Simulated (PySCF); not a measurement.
# La(OH)3: forces at shaken geometries

Aim: move all atoms of relaxed La(OH)3 at random and read energies and forces. The structure is generated, not taken from experiment.

Method: BP86, La lcecp-1-SVP with ECP46, O def2-SVP, H def2-SVP; scalar-relativistic core potentials, no spin–orbit coupling; program: PySCF 2.14.0.

3 further runs of the same task are left out: 2 for a known fault of the program, 1 that didn't finish.

### 1 The system as given

7 atoms, charge 0, spin multiplicity 1.

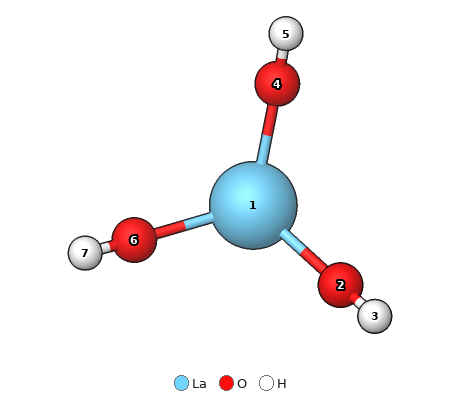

The geometry (lanthanum blue, oxygen red, hydrogen white); atoms are numbered from 1 in the order of the file.

Geometry (Å):

```csv
atom,x (Å),y (Å),z (Å)
La1,0.0000,0.0000,-0.5815
O2,2.0849,0.0000,0.0249
H3,2.9271,0.0000,0.5060
O4,-1.0425,1.8056,0.0249
H5,-1.4635,2.5350,0.5060
O6,-1.0425,-1.8056,0.0249
H7,-1.4636,-2.5350,0.5060
```

Formal oxidation states: La +3. The 4f shell is empty and lies in the core potential. An earlier session relaxed this geometry at BP86, La lcecp-1-SVP with ECP46, O def2-SVP, H def2-SVP (singlet, point group C3v).

Its energy there is -259.132034 Eh.

### 2 Atoms moved at random, σ = 0.06 Å

Contents of run.py (the lines that set the calculation):

```python
mol = gto.M(atom='''
La     0.07774    -0.00308    -0.65814
O      2.00049    -0.09377    -0.02864
H      2.97783    -0.01778     0.45031
O     -0.98587     1.81848     0.05955
H     -1.51478     2.59706     0.46468
O     -0.98417    -1.84063     0.14600
H     -1.57124    -2.46027     0.57723''',
    basis={'La': 'lcecp-1-SVP', 'O': 'def2-SVP', 'H': 'def2-SVP'},
    ecp={'La': 'lcecp-1-SVP'},
    charge=0, spin=0)
mf = dft.RKS(mol, xc='B88,P86')
mf.grids.atom_grid = (50, 194)  # f atoms: unpruned, at least (60, 302)
mf = mf.density_fit()  # fitting sets: La AutoAux, O def2-universal-JKFIT, H def2-universal-JKFIT
mf.conv_tol = 1e-08; mf.max_cycle = 55
mf.kernel(dm0)  # dm0: the density of the relaxed state
```

The run is started by

```sh
> OMP_NUM_THREADS=2 python run.py
```

The log of the run:

```text
init E= -259.048853880666
  HOMO = -0.235583577246082  LUMO = -0.0858235207533191  gap/eV = 4.07518
cycle= 1 E= -259.101054720413  delta_E= -0.0522  |g|= 0.16  |ddm|= 0.548
  HOMO = -0.168316892529986  LUMO = -0.0657057572584172  gap/eV = 2.79219
cycle= 2 E= -259.070279865246  delta_E= 0.0308  |g|= 0.413  |ddm|= 0.425
  HOMO = -0.196433838824614  LUMO = -0.0625892970932362  gap/eV = 3.64210
cycle= 3 E= -259.106426639184  delta_E= -0.0361  |g|= 0.0471  |ddm|= 0.318
  HOMO = -0.194799779381826  LUMO = -0.0632592912437744  gap/eV = 3.57940
cycle= 4 E= -259.106757710866  delta_E= -0.000331  |g|= 0.026  |ddm|= 0.048
  HOMO = -0.195214711197659  LUMO = -0.06351737705997  gap/eV = 3.58367
cycle= 5 E= -259.10689074441  delta_E= -0.000133  |g|= 0.00501  |ddm|= 0.0193
  HOMO = -0.195570645737212  LUMO = -0.0637274166655821  gap/eV = 3.58764
cycle= 6 E= -259.1068955838  delta_E= -4.84e-06  |g|= 0.00122  |ddm|= 0.00515
  HOMO = -0.195552217475903  LUMO = -0.0637086550213048  gap/eV = 3.58765
cycle= 7 E= -259.106896008026  delta_E= -4.24e-07  |g|= 0.000684  |ddm|= 0.00134
  HOMO = -0.195630593204493  LUMO = -0.0637153422819381  gap/eV = 3.58960
cycle= 8 E= -259.106896099212  delta_E= -9.12e-08  |g|= 0.000145  |ddm|= 0.000552
  HOMO = -0.195631694411141  LUMO = -0.0637256645439699  gap/eV = 3.58935
cycle= 9 E= -259.106896105757  delta_E= -6.54e-09  |g|= 3.47e-05  |ddm|= 0.00014
  HOMO = -0.195638899690374  LUMO = -0.0637240282586973  gap/eV = 3.58959
Extra cycle  E= -259.106896104149  delta_E= 1.61e-09  |g|= 9.24e-05  |ddm|= 0.000108
converged SCF energy = -259.106896104149
```

Wall time 3.3 s (2 threads of Arm Neoverse V2, shared host).

Result: E = -259.106896 Eh (+0.684 eV from the relaxed state), HOMO -5.32 eV, LUMO -1.73 eV, Mulliken charge on La1 +0.94 e, largest force component 6.341 eV/Å. The large-core potential holds the 4f shell empty.

```csv
atom,Fx,Fy,Fz (eV/Å)
La1,-3.871,-0.382,0.212
O2,6.341,0.315,2.481
H3,-3.577,-0.327,-1.676
O4,-0.759,1.174,0.426
H5,1.247,-1.813,-0.829
O6,0.987,1.431,-1.002
H7,-0.368,-0.398,0.388
```

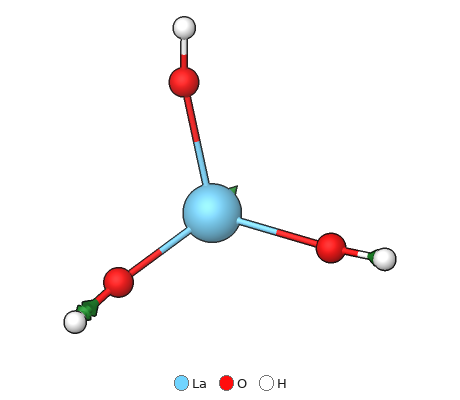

Forces as arrows, the longest for the largest force.

### 3 Atoms moved at random, σ = 0.06 Å

Contents of run.py (the lines that set the calculation):

```python
mol = gto.M(atom='''
La    -0.03499     0.06805    -0.57448
O      2.03051    -0.02152     0.03442
H      2.85224    -0.01414     0.54684
O     -0.99394     1.78390     0.03810
H     -1.46279     2.51112     0.51720
O     -0.98960    -1.82495    -0.03191
H     -1.40144    -2.50245     0.48082''',
    basis={'La': 'lcecp-1-SVP', 'O': 'def2-SVP', 'H': 'def2-SVP'},
    ecp={'La': 'lcecp-1-SVP'},
    charge=0, spin=0)
mf = dft.RKS(mol, xc='B88,P86')
mf.grids.atom_grid = (50, 194)  # f atoms: unpruned, at least (60, 302)
mf = mf.density_fit()  # fitting sets: La AutoAux, O def2-universal-JKFIT, H def2-universal-JKFIT
mf.conv_tol = 1e-08; mf.max_cycle = 55
mf.kernel(dm0)  # dm0: the density of the relaxed state
```

The run is started by

```sh
> OMP_NUM_THREADS=2 python run.py
```

The log of the run:

```text
init E= -259.146744313069
  HOMO = -0.209250807045834  LUMO = -0.0613213142990929  gap/eV = 4.02537
cycle= 1 E= -259.12529491093  delta_E= 0.0214  |g|= 0.0368  |ddm|= 0.275
  HOMO = -0.204263846336585  LUMO = -0.0575258535573688  gap/eV = 3.99294
cycle= 2 E= -259.124812804215  delta_E= 0.000482  |g|= 0.0605  |ddm|= 0.118
  HOMO = -0.207009491986908  LUMO = -0.0590069243995011  gap/eV = 4.02735
cycle= 3 E= -259.125610963646  delta_E= -0.000798  |g|= 0.0211  |ddm|= 0.0629
  HOMO = -0.206995536363679  LUMO = -0.0597181712600907  gap/eV = 4.00762
cycle= 4 E= -259.125694142874  delta_E= -8.32e-05  |g|= 0.00345  |ddm|= 0.0177
  HOMO = -0.207350453604866  LUMO = -0.0595636854261592  gap/eV = 4.02148
cycle= 5 E= -259.125696030378  delta_E= -1.89e-06  |g|= 0.00235  |ddm|= 0.00414
  HOMO = -0.207146150512708  LUMO = -0.0595580307257961  gap/eV = 4.01608
cycle= 6 E= -259.125697173856  delta_E= -1.14e-06  |g|= 0.000196  |ddm|= 0.00172
  HOMO = -0.207159758126682  LUMO = -0.0595650717533296  gap/eV = 4.01626
cycle= 7 E= -259.125697180877  delta_E= -7.02e-09  |g|= 7.3e-05  |ddm|= 0.000221
  HOMO = -0.207157573710466  LUMO = -0.0595586520388665  gap/eV = 4.01637
Extra cycle  E= -259.125697174671  delta_E= 6.21e-09  |g|= 0.000187  |ddm|= 0.000206
converged SCF energy = -259.125697174671
```

It took 3.1 s on 2 threads of Arm Neoverse V2, shared host.

It gives: E = -259.125697 Eh (+0.172 eV from the relaxed state), HOMO -5.64 eV, LUMO -1.62 eV, Mulliken charge on La1 +0.94 e, largest force component 2.570 eV/Å. The large-core potential holds the 4f shell empty.

```csv
atom,Fx,Fy,Fz (eV/Å)
La1,0.885,-2.205,-1.003
O2,0.290,0.107,0.114
H3,0.090,-0.013,0.026
O4,-1.575,2.570,1.231
H5,0.405,-0.559,-0.409
O6,0.521,1.169,-0.696
H7,-0.616,-1.069,0.738
```

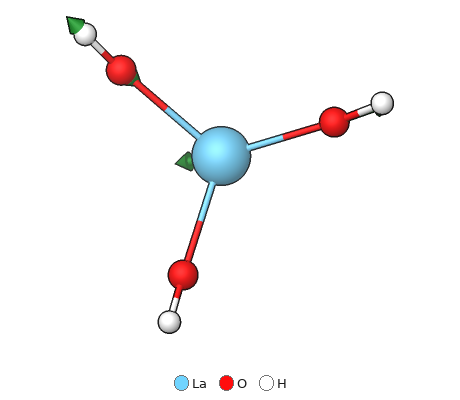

Forces as arrows, the longest for the largest force.

### 4 Atoms moved at random, σ = 0.06 Å

Contents of run.py (the lines that set the calculation):

```python
mol = gto.M(atom='''
La     0.02261     0.03397    -0.59046
O      2.00348    -0.06010    -0.05083
H      2.92800    -0.08893     0.52413
O     -1.06530     1.91051     0.08231
H     -1.39924     2.53009     0.51949
O     -1.13082    -1.80669     0.04768
H     -1.35873    -2.51885     0.47868''',
    basis={'La': 'lcecp-1-SVP', 'O': 'def2-SVP', 'H': 'def2-SVP'},
    ecp={'La': 'lcecp-1-SVP'},
    charge=0, spin=0)
mf = dft.RKS(mol, xc='B88,P86')
mf.grids.atom_grid = (50, 194)  # f atoms: unpruned, at least (60, 302)
mf = mf.density_fit()  # fitting sets: La AutoAux, O def2-universal-JKFIT, H def2-universal-JKFIT
mf.conv_tol = 1e-08; mf.max_cycle = 55
mf.kernel(dm0)  # dm0: the density of the relaxed state
```

The run is started by

```sh
> OMP_NUM_THREADS=2 python run.py
```

The log of the run:

```text
init E= -259.114661275905
  HOMO = -0.191768162500286  LUMO = -0.0653024095110339  gap/eV = 3.44131
cycle= 1 E= -259.068329993702  delta_E= 0.0463  |g|= 0.143  |ddm|= 0.484
  HOMO = -0.208584110282151  LUMO = -0.0660508984615831  gap/eV = 3.87853
cycle= 2 E= -259.054422168517  delta_E= 0.0139  |g|= 0.292  |ddm|=  0.3
  HOMO = -0.199638439903506  LUMO = -0.0669405385597877  gap/eV = 3.61089
cycle= 3 E= -259.071881129819  delta_E= -0.0175  |g|= 0.0693  |ddm|= 0.233
  HOMO = -0.201484439982526  LUMO = -0.0673203608259918  gap/eV = 3.65079
cycle= 4 E= -259.072796440332  delta_E= -0.000915  |g|= 0.0112  |ddm|= 0.0578
  HOMO = -0.202012060090274  LUMO = -0.0672996570172444  gap/eV = 3.66571
cycle= 5 E= -259.07281419108  delta_E= -1.78e-05  |g|= 0.00594  |ddm|= 0.0118
  HOMO = -0.201767923556952  LUMO = -0.0673265065019599  gap/eV = 3.65834
cycle= 6 E= -259.07282156522  delta_E= -7.37e-06  |g|= 0.000895  |ddm|= 0.00515
  HOMO = -0.201725362248994  LUMO = -0.0672943574699154  gap/eV = 3.65805
cycle= 7 E= -259.072821793704  delta_E= -2.28e-07  |g|= 0.000605  |ddm|= 0.00111
  HOMO = -0.201769552932778  LUMO = -0.0672884374128699  gap/eV = 3.65942
cycle= 8 E= -259.072821864438  delta_E= -7.07e-08  |g|= 0.000116  |ddm|= 0.000517
  HOMO = -0.201762710320267  LUMO = -0.0672947351370254  gap/eV = 3.65906
cycle= 9 E= -259.072821868075  delta_E= -3.64e-09  |g|= 1.83e-05  |ddm|= 0.000135
  HOMO = -0.201764133570989  LUMO = -0.067292026491593  gap/eV = 3.65917
Extra cycle  E= -259.072821867707  delta_E= 3.69e-10  |g|= 4.47e-05  |ddm|= 5.92e-05
converged SCF energy = -259.072821867707
```

Run time: 3.3 s. Hardware: 2 threads of Arm Neoverse V2, shared host.

It gives: E = -259.072822 Eh (+1.611 eV from the relaxed state), HOMO -5.49 eV, LUMO -1.83 eV, Mulliken charge on La1 +0.97 e, largest force component 9.966 eV/Å. The large-core potential holds the 4f shell empty.

```csv
atom,Fx,Fy,Fz (eV/Å)
La1,-3.482,0.140,0.138
O2,5.354,-0.170,2.743
H3,-3.298,0.102,-2.124
O4,5.553,-9.966,-6.707
H5,-4.838,8.954,6.316
O6,2.847,7.478,-4.340
H7,-2.136,-6.538,3.974
```

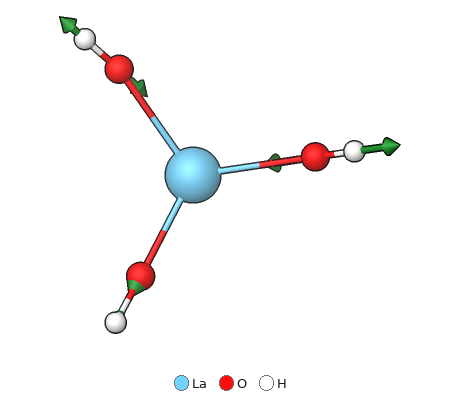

Forces as arrows, the longest for the largest force.

### 5 Results

| σ (Å) | energy rise (eV) | harmonic estimate −½ F·u (eV) | largest force component (eV/Å) |
| --- | --- | --- | --- |
| 0.06 | 0.684 | 0.664 | 6.34 |
| 0.06 | 0.172 | 0.182 | 2.57 |
| 0.06 | 1.611 | 1.691 | 9.97 |

Every displacement raises the energy. For a harmonic well the rise equals −½ F·u; the two differ by at most 6 % here (a move with σ = 0.06 Å), from anharmonicity, the grid and the small forces left at the relaxed point. The bases are small and lack diffuse functions. Spin–orbit coupling is left out.
